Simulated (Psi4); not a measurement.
# UHF/STO-3G run of C2F3Si (SMILES [C]#C[Si](F)(F)F)

Aim: the vertical doublet–quartet gap of C2F3Si at UHF/STO-3G, from 2 runs. 

The calculation is run with Psi4 1.11.

1 further run of the same task is left out (set aside as unsound or not needed).

### Step 1. Starting point

The species is C2F3Si (6 atoms), meant as a doublet with charge 0. As SMILES, `[C]#C[Si](F)(F)F`. The coordinates come from a PBE0-D4/def2-TZVP relaxation.

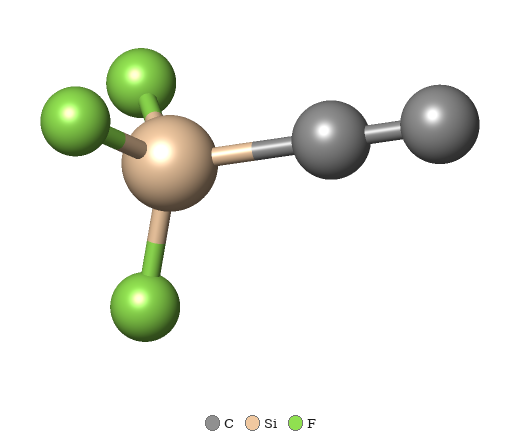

Viewed from a chosen angle; carbon grey, silicon light orange, fluorine green.

### Step 2. A single-point energy at UHF/STO-3G

The input, job.dat:

```
memory 2.2 GB

molecule system {
  0 2
  C     -0.330200    -2.361200     0.703200
  C     -0.165800    -1.214800     0.356500
  Si     0.078600     0.488400    -0.158600
  F     -1.011900     0.906200    -1.204900
  F      1.491100     0.664500    -0.816000
  F     -0.019800     1.452900     1.073600
  symmetry c1
  no_reorient
  no_com
}

set {
  reference     uhf
  puream        true
  e_convergence 1e-09
  d_convergence 1e-08
  scf_type      pk
  maxiter       100
}

e, wfn = energy('hf/STO-3G', return_wfn=True)
oeprop(wfn, 'WIBERG_LOWDIN_INDICES', 'MULLIKEN_CHARGES', 'DIPOLE', title='HF')
print_variables()
```

On the command line:

```
$ psi4 -n 1 job.dat job.out
```

job.out:

```text
[...]
  Running in c1 symmetry.
[...]
  Nuclear repulsion =  286.699050461002571
[...]
  Multiplicity = 2
[...]
  Nalpha       = 27
  Nbeta        = 26
[...]
    Number of basis functions: 34
[...]
   @UHF iter   1:  -654.30399876042702   -2.64653e+00   1.06023e-02 ADIIS/DIIS
[...]
   @UHF iter  18:  -654.45025518694615   -6.82121e-13   2.41675e-09 DIIS
[...]
   @S^2 Observed:                1.292662574E+00
[...]
    Orbital Energies [Eh]
    ---------------------
    Alpha Occupied:
       1A    -68.137473     2A    -25.857340     3A    -25.857108
       4A    -25.857091     5A    -11.027154     6A    -10.936552
       7A     -6.111225     8A     -4.137731     9A     -4.137730
      10A     -4.137514    11A     -1.503872    12A     -1.465071
      13A     -1.465046    14A     -0.976721    15A     -0.711485
      16A     -0.601603    17A     -0.553368    18A     -0.553367
      19A     -0.542068    20A     -0.467791    21A     -0.467778
      22A     -0.454557    23A     -0.439169    24A     -0.439159
      25A     -0.415914    26A     -0.396347    27A     -0.396347
    Alpha Virtual:
[...]
  @UHF Final Energy:  -654.45025518694615
   => Energetics <=
    Nuclear Repulsion Energy =            286.6990504610025710
    One-Electron Energy =               -1486.8451145112885570
    Two-Electron Energy =                 545.6958088633398347
    Total Energy =                       -654.4502551869461513
  UHF NO Occupations:
  HONO-2 :   25  A 1.8566858
  HONO-1 :   26  A 1.8566858
[...]
 Multipole Moments:
 ------------------------------------------------------------------------------------
     Multipole            Electronic (a.u.)      Nuclear  (a.u.)        Total (a.u.)
 ------------------------------------------------------------------------------------
 L = 1.  Multiply by 2.5417464519 to convert [e a0] to [Debye]
 Dipole X            :         -4.3189240            4.2688913           -0.0500327
 Dipole Y            :        -24.1481922           23.7992108           -0.3489814
 Dipole Z            :          8.3976323           -8.2919293            0.1057030
 Magnitude           :                                                    0.3680549
[...]
  Mulliken Charges: (a.u.)
   Center  Symbol    Alpha    Beta     Spin     Total
       1     C     4.06113  1.91821  2.14292  0.02066
       2     C     2.54928  3.76825 -1.21897 -0.31754
       3    SI     6.37182  6.28673  0.08508  1.34145
       4     F     4.67259  4.67560 -0.00301 -0.34818
       5     F     4.67259  4.67560 -0.00301 -0.34819
       6     F     4.67259  4.67560 -0.00301 -0.34819
   Total alpha = 27.00000, Total beta = 26.00000, Total charge =  0.00000
  Wiberg Bond Indices using Orthogonal Lowdin Orbitals:
[...]
```

Run time: 1.2 s. Hardware: 1 thread of Intel Xeon 6975P-C (Granite Rapids), shared host; peak memory 0.18 GiB.

### Step 3. The quartet: energy and gradient at UHF/STO-3G

The input, c2f3si.xyz:

```xyz
6
C2F3Si
C     -0.330200    -2.361200     0.703200
C     -0.165800    -1.214800     0.356500
Si     0.078600     0.488400    -0.158600
F     -1.011900     0.906200    -1.204900
F      1.491100     0.664500    -0.816000
F     -0.019800     1.452900     1.073600
```

The input, job.py:

```python
import psi4

psi4.set_memory(2200000000)
psi4.set_num_threads(1)
psi4.set_output_file('c2f3si.out', False)

with open('c2f3si.xyz') as f:
    atoms = ''.join(f.readlines()[2:])
mol = psi4.geometry('0 4\n' + atoms + 'symmetry c1\nno_reorient\nno_com')

options = {'basis': 'STO-3G', 'reference': 'uhf', 'puream': True, 'e_convergence': 1e-09, 'd_convergence': 1e-08, 'scf_type': 'pk', 'maxiter': 100}
psi4.set_options(options)

energy_value, wavefunction = psi4.gradient("hf", molecule=mol, return_wfn=True)
print('gradient / Eh bohr^-1')
print(energy_value.np.round(6))
print(f'energy = {wavefunction.energy():.10f} Eh')
for k, v in sorted(psi4.core.scalar_variables().items()):
    print(f'{k:45s} {v:18.10f}')
```

On the command line:

```
$ python job.py
```

c2f3si.out:

```text
[...]
  Running in c1 symmetry.
[...]
  Nuclear repulsion =  286.699050461002571
[...]
  Multiplicity = 4
[...]
  Nalpha       = 28
  Nbeta        = 25
[...]
    Number of basis functions: 34
[...]
   @UHF iter   1:  -654.08778807428666   -2.43032e+00   1.05341e-02 ADIIS/DIIS
[...]
   @UHF iter  19:  -654.22002352217396   -9.09495e-13   8.86322e-09 DIIS
[...]
   @S^2 Observed:                3.753773569E+00
[...]
    Orbital Energies [Eh]
    ---------------------
    Alpha Occupied:
       1A    -68.125175     2A    -25.851867     3A    -25.849874
       4A    -25.838928     5A    -11.019099     6A    -10.950267
       7A     -6.098637     8A     -4.126286     9A     -4.125947
      10A     -4.123621    11A     -1.497022    12A     -1.460666
      13A     -1.455465    14A     -1.038172    15A     -0.735000
      16A     -0.612643    17A     -0.555116    18A     -0.550022
      19A     -0.548477    20A     -0.495730    21A     -0.463679
      22A     -0.456009    23A     -0.448810    24A     -0.439420
      25A     -0.434027    26A     -0.431935    27A     -0.429800
      28A     -0.126155
    Alpha Virtual:
[...]
  @UHF Final Energy:  -654.22002352217396
   => Energetics <=
    Nuclear Repulsion Energy =            286.6990504610025710
    One-Electron Energy =               -1486.9629860456736878
    Two-Electron Energy =                 546.0439120624971565
    Total Energy =                       -654.2200235221739604
  UHF NO Occupations:
  HONO-2 :   26  A 1.0000000
  HONO-1 :   27  A 1.0000000
[...]
 Multipole Moments:
 ------------------------------------------------------------------------------------
     Multipole            Electronic (a.u.)      Nuclear  (a.u.)        Total (a.u.)
 ------------------------------------------------------------------------------------
 L = 1.  Multiply by 2.5417464519 to convert [e a0] to [Debye]
 Dipole X            :         -4.3226446            4.2688913           -0.0537533
 Dipole Y            :        -24.2874251           23.7992108           -0.4882142
 Dipole Z            :          8.4491407           -8.2919293            0.1572115
 Magnitude           :                                                    0.5157112
[...]
  -Total Gradient:
     Atom            X                  Y                   Z
    ------   -----------------  -----------------  -----------------
       1        0.041185686822     0.287044642210    -0.086798564155
       2       -0.046566973623    -0.302102404866     0.089492359018
       3        0.008999422870     0.045559794927    -0.012309113870
       4        0.011828990931    -0.012152622572     0.013964316010
       5       -0.019165112122    -0.002941661978     0.011582597223
       6        0.003717985124    -0.015407747723    -0.015931594224
[...]
```

Standard output:

```text
gradient / Eh bohr^-1
[[ 0.041186  0.287045 -0.086799]
 [-0.046567 -0.302102  0.089492]
 [ 0.008999  0.04556  -0.012309]
 [ 0.011829 -0.012153  0.013964]
 [-0.019165 -0.002942  0.011583]
 [ 0.003718 -0.015408 -0.015932]]
energy = -654.2200235222 Eh
CURRENT ENERGY                                   -654.2200235222
CURRENT REFERENCE ENERGY                         -654.2200235222
DD SOLVATION ENERGY                                 0.0000000000
HF KINETIC ENERGY                                 648.9746933751
HF POTENTIAL ENERGY                             -1303.1947168973
HF TOTAL ENERGY                                  -654.2200235222
HF VIRIAL RATIO                                     2.0080824880
NUCLEAR REPULSION ENERGY                          286.6990504610
ONE-ELECTRON ENERGY                             -1486.9629860457
PCM POLARIZATION ENERGY                             0.0000000000
PE ENERGY                                           0.0000000000
SCF ITERATION ENERGY                             -654.2200235222
SCF ITERATIONS                                     19.0000000000
SCF TOTAL ENERGY                                 -654.2200235222
TWO-ELECTRON ENERGY                               546.0439120625
```

Wall time 1.4 s (1 thread of Intel Xeon 6975P-C (Granite Rapids), shared host); peak memory 0.18 GiB.

### Step 4. Summary of results

Level: UHF/STO-3G.

| quantity | value |
| --- | --- |
| doublet: total energy | -654.45026 Eh |
| doublet: dipole moment | 0.94 D |
| doublet: HOMO energy (highest over α and β) | -10.06 eV |
| doublet: LUMO energy (lowest over α and β) | 5.35 eV |
| doublet: ⟨S²⟩ | 1.293 |
| quartet: total energy | -654.22002 Eh |
| quartet: dipole moment | 1.31 D |
| quartet: HOMO energy (highest over α and β) | -3.43 eV |
| quartet: LUMO energy (lowest over α and β) | 3.39 eV |
| quartet: ⟨S²⟩ | 3.754 |
| quartet: largest force on an atom | 16.378 eV/Å |
| vertical energy of the quartet above the doublet | 6.265 eV |

**Reading.** At this shape the quartet lies 6.26 eV (144 kcal/mol) above the doublet. In a minimal basis such a difference can be off by several eV, whatever the method. ⟨S²⟩ (doublet) is 1.29 where a pure doublet has 0.75: the reference is spin-contaminated.
